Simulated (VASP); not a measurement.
**Li16B: molecular dynamics (part 7 of 7)**

Continued. System: Li16B (defect cell, 17 atoms in the cell). Method: Kohn-Sham DFT of a periodic cell, PBE, VASP PAW PBE potentials, recommended, no spin polarisation (VASP 6.6.1); cutoff 520 eV, 2×2×2 k-mesh, fermi-dirac of 0.15 eV. It belongs to a series of runs on one base structure; here: dynamics from the last frame of the run before.

Geometry of the input (Å; fractional positions):
```
6.9800  0.0000  0.0000
0.0000  6.9800  0.0000
0.0000  0.0000  6.9800
Li 0.0415  -0.0044  0.1419
Li 0.4204  0.0759  -0.0624
Li 0.0107  0.4697  0.0573
Li 0.1072  -0.0524  0.5509
Li 0.3007  0.2262  0.2960
Li 0.4484  0.5024  -0.0227
Li 0.4833  -0.0258  0.5816
Li 0.6735  0.2824  0.2162
Li -0.1788  0.7559  0.3435
Li 0.2775  0.6656  0.2753
Li 0.1579  0.5139  0.6397
Li 0.8159  0.3884  0.5094
Li 0.6629  0.8306  0.0408
Li 0.8021  0.0934  0.8332
Li 0.1696  0.7036  0.8804
Li 0.8278  0.6427  0.8073
B  0.1106  0.2048  -0.0612
```

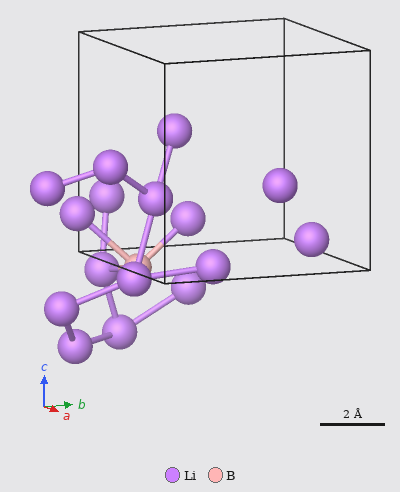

The geometry at step 35 of the log (ball-and-stick view of the cell of the calculation, seen slightly off an axis).

Trajectory as extended XYZ, continued
```
17
Lattice="6.9800 0.0000 0.0000 0.0000 6.9800 0.0000 0.0000 0.0000 6.9800" Properties=species:S:1:pos:R:3:forces:R:3 step=30 energy=-32.51723 temperature=1464.7
Li    0.2440    6.8039    1.2981    0.2569   0.2077  -0.6048
Li    2.6686    0.7741    6.5006    0.4644  -0.3545  -0.4149
Li    0.4974    3.5052    0.8455   -0.2399  -0.3323  -0.3101
Li    6.7869    6.9080    3.8655    0.1664   0.1555   0.1633
Li    2.4801    1.5399    2.0262   -0.4501   0.2293  -0.8314
Li    3.0912    3.3066    6.7792   -0.0768   0.1459  -0.1270
Li    3.2490    6.6819    3.2130    0.9979   0.3647   1.0464
Li    5.0059    1.7446    1.4137    0.3631   0.2706   0.2287
Li    5.7236    4.5774    2.6231   -0.1986   0.1108  -0.1193
Li    2.2399    4.9387    2.4175   -0.3047  -0.6709  -0.3874
Li    1.6780    2.7074    3.9313   -0.4750   0.0502   1.0868
Li    5.3192    2.2116    4.0132   -0.3766  -0.0348  -0.5525
Li    4.4042    6.0856    0.5815    0.0280  -0.3027  -0.0150
Li    5.5892    1.2653    6.0958    0.2770  -0.4522   0.2258
Li    1.3918    5.6330    5.5178   -0.0005  -0.1087   0.2118
Li    5.5924    4.3136    5.3844    0.1286   0.3121   0.5137
B     0.7869    1.6229    6.5214   -0.5644   0.4001  -0.1103
17
Lattice="6.9800 0.0000 0.0000 0.0000 6.9800 0.0000 0.0000 0.0000 6.9800" Properties=species:S:1:pos:R:3:forces:R:3 step=31 energy=-32.50327 temperature=1466.0
Li    0.2474    6.8057    1.2916    0.2520   0.1887  -0.5661
Li    2.6544    0.7781    6.4902    0.5380  -0.3610  -0.4045
Li    0.5028    3.5026    0.8601   -0.2299  -0.3164  -0.3330
Li    6.7587    6.9246    3.8768    0.1848   0.1049   0.1113
Li    2.4777    1.5468    2.0114   -0.4075   0.1891  -0.8338
Li    3.0905    3.2985    6.7747   -0.0829   0.1681  -0.1301
Li    3.2624    6.6764    3.2047    1.0023   0.4307   1.0413
Li    5.0270    1.7405    1.4090    0.3240   0.2745   0.2570
Li    5.7181    4.5531    2.6305   -0.1883   0.1365  -0.1251
Li    2.2497    4.9442    2.4266   -0.3377  -0.7182  -0.3783
Li    1.6903    2.6715    3.9285   -0.4880   0.0855   1.1115
Li    5.3048    2.1916    4.0227   -0.4123   0.0061  -0.5681
Li    4.3962    6.0861    0.5955    0.0340  -0.2873  -0.0458
Li    5.6006    1.2816    6.1042    0.2336  -0.4670   0.2332
Li    1.4009    5.6654    5.5031   -0.0216  -0.1519   0.2045
Li    5.5848    4.3136    5.3835    0.1458   0.3093   0.5116
B     0.7838    1.6337    6.5168   -0.5564   0.4037  -0.0908
17
Lattice="6.9800 0.0000 0.0000 0.0000 6.9800 0.0000 0.0000 0.0000 6.9800" Properties=species:S:1:pos:R:3:forces:R:3 step=32 energy=-32.48985 temperature=1472.4
Li    0.2511    6.8077    1.2843    0.2482   0.1695  -0.5280
Li    2.6409    0.7815    6.4793    0.6085  -0.3635  -0.3868
Li    0.5079    3.4996    0.8744   -0.2189  -0.3006  -0.3494
Li    6.7307    6.9414    3.8883    0.2075   0.0501   0.0665
Li    2.4747    1.5540    1.9955   -0.3644   0.1524  -0.8311
Li    3.0896    3.2906    6.7701   -0.0889   0.1931  -0.1323
Li    3.2772    6.6714    3.1978    1.0040   0.4907   1.0333
Li    5.0485    1.7367    1.4047    0.2900   0.2792   0.2875
Li    5.7124    4.5289    2.6378   -0.1789   0.1686  -0.1315
Li    2.2590    4.9487    2.4353   -0.3687  -0.7612  -0.3698
Li    1.7020    2.6356    3.9273   -0.4982   0.1136   1.1310
Li    5.2898    2.1716    4.0314   -0.4515   0.0483  -0.5780
Li    4.3883    6.0861    0.6095    0.0417  -0.2750  -0.0768
Li    5.6123    1.2974    6.1130    0.1887  -0.4801   0.2348
Li    1.4101    5.6977    5.4885   -0.0435  -0.1920   0.1965
Li    5.5774    4.3139    5.3834    0.1570   0.3046   0.5105
B     0.7801    1.6449    6.5121   -0.5346   0.4061  -0.0711
17
Lattice="6.9800 0.0000 0.0000 0.0000 6.9800 0.0000 0.0000 0.0000 6.9800" Properties=species:S:1:pos:R:3:forces:R:3 step=33 energy=-32.47788 temperature=1483.9
Li    0.2551    6.8099    1.2762    0.2440   0.1491  -0.4884
Li    2.6282    0.7845    6.4677    0.6711  -0.3629  -0.3730
Li    0.5128    3.4961    0.8882   -0.2111  -0.2801  -0.3678
Li    6.7028    6.9583    3.8999    0.2362  -0.0070   0.0232
Li    2.4712    1.5615    1.9783   -0.3242   0.1153  -0.8218
Li    3.0886    3.2830    6.7653   -0.0966   0.2137  -0.1376
Li    3.2934    6.6671    3.1923    1.0030   0.5413   1.0185
Li    5.0706    1.7333    1.4007    0.2451   0.2815   0.3191
Li    5.7064    4.5049    2.6450   -0.1727   0.1920  -0.1361
Li    2.2679    4.9523    2.4435   -0.3968  -0.7907  -0.3607
Li    1.7130    2.5997    3.9276   -0.5064   0.1384   1.1459
Li    5.2740    2.1515    4.0394   -0.4912   0.0915  -0.5853
Li    4.3804    6.0858    0.6235    0.0506  -0.2611  -0.1065
Li    5.6244    1.3125    6.1222    0.1379  -0.4971   0.2308
Li    1.4193    5.7299    5.4742   -0.0610  -0.2333   0.1867
Li    5.5701    4.3147    5.3840    0.1710   0.2987   0.5085
B     0.7760    1.6565    6.5073   -0.4995   0.4050  -0.0496
17
Lattice="6.9800 0.0000 0.0000 0.0000 6.9800 0.0000 0.0000 0.0000 6.9800" Properties=species:S:1:pos:R:3:forces:R:3 step=34 energy=-32.46735 temperature=1500.5
Li    0.2596    6.8124    1.2674    0.2378   0.1270  -0.4482
Li    2.6163    0.7870    6.4556    0.7234  -0.3583  -0.3562
Li    0.5174    3.4922    0.9017   -0.2045  -0.2606  -0.3873
Li    6.6750    6.9754    3.9116    0.2641  -0.0686  -0.0171
Li    2.4672    1.5691    1.9598   -0.2888   0.0786  -0.8113
Li    3.0875    3.2756    6.7602   -0.1009   0.2339  -0.1427
Li    3.3111    6.6636    3.1882    0.9997   0.5869   1.0021
Li    5.0932    1.7302    1.3971    0.2100   0.2811   0.3472
Li    5.7001    4.4809    2.6520   -0.1687   0.2169  -0.1425
Li    2.2763    4.9547    2.4513   -0.4190  -0.8149  -0.3476
Li    1.7235    2.5637    3.9295   -0.5120   0.1616   1.1557
Li    5.2575    2.1315    4.0466   -0.5327   0.1336  -0.5853
Li    4.3725    6.0851    0.6374    0.0589  -0.2460  -0.1386
Li    5.6368    1.3271    6.1317    0.0867  -0.5023   0.2199
Li    1.4284    5.7620    5.4600   -0.0829  -0.2724   0.1741
Li    5.5631    4.3159    5.3853    0.1822   0.2889   0.5032
B     0.7714    1.6686    6.5025   -0.4490   0.4006  -0.0265
17
Lattice="6.9800 0.0000 0.0000 0.0000 6.9800 0.0000 0.0000 0.0000 6.9800" Properties=species:S:1:pos:R:3:forces:R:3 step=35 energy=-32.45875 temperature=1522.4
Li    0.2644    6.8151    1.2579    0.2318   0.1078  -0.4126
Li    2.6054    0.7891    6.4429    0.7730  -0.3465  -0.3364
Li    0.5217    3.4880    0.9147   -0.1980  -0.2386  -0.4038
Li    6.6474    0.0125    3.9234    0.2947  -0.1333  -0.0546
Li    2.4628    1.5770    1.9401   -0.2522   0.0451  -0.7860
Li    3.0862    3.2684    6.7549   -0.1047   0.2558  -0.1467
Li    3.3304    6.6608    3.1854    0.9892   0.6243   0.9830
Li    5.1162    1.7275    1.3940    0.1763   0.2805   0.3749
Li    5.6936    4.4570    2.6589   -0.1597   0.2383  -0.1455
Li    2.2842    4.9561    2.4587   -0.4385  -0.8326  -0.3342
Li    1.7332    2.5276    3.9329   -0.5166   0.1773   1.1571
Li    5.2402    2.1114    4.0531   -0.5801   0.1772  -0.5797
Li    4.3646    6.0841    0.6512    0.0658  -0.2304  -0.1719
Li    5.6493    1.3411    6.1416    0.0273  -0.5043   0.2064
Li    1.4375    5.7939    5.4459   -0.1093  -0.3100   0.1602
Li    5.5562    4.3175    5.3873    0.1950   0.2786   0.4959
B     0.7663    1.6811    6.4976   -0.3822   0.3913  -0.0026
17
Lattice="6.9800 0.0000 0.0000 0.0000 6.9800 0.0000 0.0000 0.0000 6.9800" Properties=species:S:1:pos:R:3:forces:R:3 step=36 energy=-32.45209 temperature=1549.2
Li    0.2695    6.8179    1.2478    0.2243   0.0885  -0.3751
Li    2.5954    0.7906    6.4296    0.8104  -0.3257  -0.3162
Li    0.5258    3.4833    0.9272   -0.1961  -0.2141  -0.4224
Li    6.6199    0.0296    3.9353    0.3248  -0.1995  -0.0901
Li    2.4581    1.5849    1.9191   -0.2132   0.0172  -0.7538
Li    3.0847    3.2616    6.7494   -0.1074   0.2790  -0.1511
Li    3.3512    6.6588    3.1840    0.9683   0.6532   0.9553
Li    5.1397    1.7252    1.3914    0.1394   0.2785   0.3960
Li    5.6867    4.4333    2.6656   -0.1545   0.2606  -0.1491
Li    2.2916    4.9563    2.4656   -0.4520  -0.8412  -0.3142
Li    1.7424    2.4915    3.9381   -0.5197   0.1888   1.1518
Li    5.2218    2.0914    4.0588   -0.6258   0.2251  -0.5683
Li    4.3567    6.0828    0.6649    0.0710  -0.2126  -0.1997
Li    5.6621    1.3545    6.1519   -0.0365  -0.5040   0.1841
Li    1.4465    5.8258    5.4319   -0.1353  -0.3539   0.1452
Li    5.5496    4.3195    5.3900    0.2060   0.2687   0.4895
B     0.7609    1.6941    6.4926   -0.3016   0.3784   0.0215
17
Lattice="6.9800 0.0000 0.0000 0.0000 6.9800 0.0000 0.0000 0.0000 6.9800" Properties=species:S:1:pos:R:3:forces:R:3 step=37 energy=-32.44673 temperature=1580.0
Li    0.2751    6.8209    1.2370    0.2167   0.0685  -0.3394
Li    2.5864    0.7918    6.4157    0.8418  -0.3004  -0.2959
Li    0.5297    3.4783    0.9393   -0.1924  -0.1898  -0.4343
Li    6.5926    0.0465    3.9471    0.3638  -0.2574  -0.1230
Li    2.4529    1.5930    1.8969   -0.1778  -0.0118  -0.7153
Li    3.0831    3.2550    6.7435   -0.1080   0.2995  -0.1602
Li    3.3735    6.6578    3.1838    0.9353   0.6732   0.9298
Li    5.1637    1.7232    1.3893    0.1008   0.2790   0.4165
Li    5.6796    4.4096    2.6722   -0.1499   0.2811  -0.1528
Li    2.2984    4.9554    2.4722   -0.4631  -0.8414  -0.2913
Li    1.7509    2.4553    3.9449   -0.5208   0.2007   1.1381
Li    5.2024    2.0715    4.0638   -0.6692   0.2806  -0.5509
Li    4.3488    6.0811    0.6785    0.0806  -0.1972  -0.2286
Li    5.6749    1.3673    6.1626   -0.1132  -0.5035   0.1511
Li    1.4554    5.8574    5.4180   -0.1582  -0.3914   0.1268
Li    5.5432    4.3219    5.3934    0.2172   0.2560   0.4834
B     0.7551    1.7076    6.4876   -0.2034   0.3619   0.0455
17
Lattice="6.9800 0.0000 0.0000 0.0000 6.9800 0.0000 0.0000 0.0000 6.9800" Properties=species:S:1:pos:R:3:forces:R:3 step=38 energy=-32.44143 temperature=1614.0
Li    0.2809    6.8240    1.2256    0.2070   0.0478  -0.3045
Li    2.5785    0.7925    6.4013    0.8634  -0.2667  -0.2691
Li    0.5333    3.4730    0.9510   -0.1903  -0.1635  -0.4429
Li    6.5655    0.0634    3.9589    0.4092  -0.3250  -0.1481
Li    2.4475    1.6012    1.8734   -0.1419  -0.0381  -0.6671
Li    3.0813    3.2488    6.7374   -0.1094   0.3194  -0.1692
Li    3.3974    6.6576    3.1850    0.9034   0.6846   0.9051
Li    5.1880    1.7216    1.3877    0.0619   0.2741   0.4396
Li    5.6721    4.3861    2.6787   -0.1451   0.3005  -0.1526
Li    2.3046    4.9532    2.4785   -0.4684  -0.8327  -0.2674
Li    1.7589    2.4189    3.9533   -0.5196   0.2107   1.1166
Li    5.1819    2.0518    4.0681   -0.7083   0.3284  -0.5287
Li    4.3410    6.0792    0.6919    0.0869  -0.1832  -0.2550
Li    5.6876    1.3796    6.1736   -0.1966  -0.5034   0.1114
Li    1.4642    5.8889    5.4041   -0.1874  -0.4303   0.1080
Li    5.5370    4.3246    5.3975    0.2273   0.2436   0.4751
B     0.7491    1.7216    6.4826   -0.0897   0.3422   0.0699
17
Lattice="6.9800 0.0000 0.0000 0.0000 6.9800 0.0000 0.0000 0.0000 6.9800" Properties=species:S:1:pos:R:3:forces:R:3 step=39 energy=-32.43610 temperature=1650.3
Li    0.2872    6.8272    1.2137    0.1990   0.0236  -0.2705
Li    2.5716    0.7929    6.3863    0.8816  -0.2346  -0.2404
Li    0.5367    3.4674    0.9621   -0.1904  -0.1350  -0.4565
Li    6.5387    0.0799    3.9707    0.4491  -0.3884  -0.1734
Li    2.4418    1.6094    1.8488   -0.1122  -0.0626  -0.6110
Li    3.0794    3.2430    6.7310   -0.1104   0.3407  -0.1780
Li    3.4229    6.6584    3.1874    0.8688   0.6843   0.8736
Li    5.2127    1.7204    1.3868    0.0252   0.2672   0.4632
Li    5.6644    4.3627    2.6850   -0.1397   0.3164  -0.1546
Li    2.3103    4.9499    2.4844   -0.4677  -0.8195  -0.2400
Li    1.7661    2.3824    3.9633   -0.5195   0.2135   1.0838
Li    5.1602    2.0323    4.0717   -0.7547   0.3850  -0.5022
Li    4.3332    6.0770    0.7052    0.0956  -0.1671  -0.2820
Li    5.7003    1.3914    6.1849   -0.2847  -0.4994   0.0673
Li    1.4729    5.9202    5.3902   -0.2153  -0.4717   0.0849
Li    5.5310    4.3278    5.4023    0.2385   0.2294   0.4640
B     0.7429    1.7360    6.4776    0.0371   0.3192   0.0936
```

Summary

| quantity | value |
| --- | --- |
| outcome | finished |
| mean temperature over the second half | 1535 K |
| trajectory | 40 frames kept |
| electrons treated | 51 |
| potential energy (free energy of the electrons) (last step) | −32.4361 eV |
| pressure (without the kinetic term) (last step) | 0.20 GPa |
| final volume (last step) | 340.07 Å³ |
| largest force (length of the vector) (last step) | 1.409 eV/Å |
| wall time | 22 min |
| peak memory | 0.51 GiB |
